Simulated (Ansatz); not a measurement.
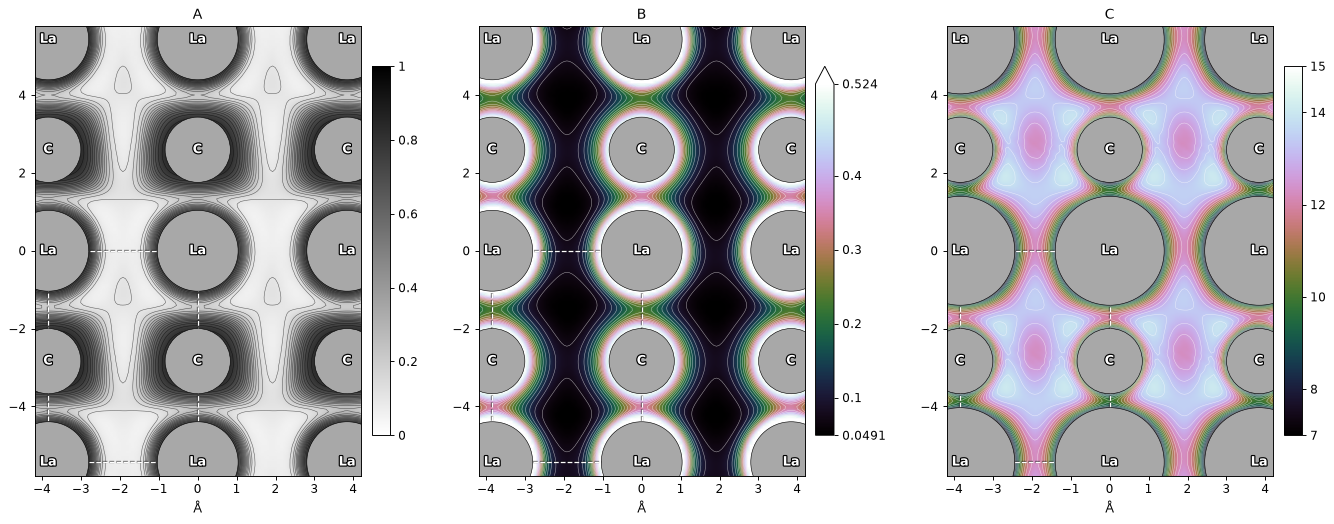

LaC: 3 fields on the (010) plane of the conventional cell, with unlabelled colour scales. Grey discs cover the atomic cores.

Space group I4mm; started from the rocksalt prototype, which need not be the ambient phase; changed on purpose from its base cell (atom 1 (La) moved 0.12 A along x); computed without spin polarisation.

Method: Ansatz 0.2.0, DFT PBE, scalar-relativistic, plane waves, PAW.

Q: Match the panels to the quantities (electron localisation function, electrostatic potential energy of an electron and valence pseudo-density).

A: Panel A: electron localisation function. Panel B: valence pseudo-density. Panel C: electrostatic potential energy of an electron (low next to the atoms, rising into the space between them). From the grid: La–C (2.60 Å): ρ at the midpoint is about 0.37 e/Å³; the ELF peaks at about 0.80 in the valence shell of C, 0.7 Å from its nucleus, and drops to about 0.25 between the two atoms; no shared electron pair shows on this line. La–C (2.84 Å): ρ at the midpoint is about 0.24 e/Å³; the ELF peaks at about 0.80 in the valence shell of C, 0.7 Å from its nucleus, and drops to about 0.20 between the two atoms; no shared electron pair shows on this line.
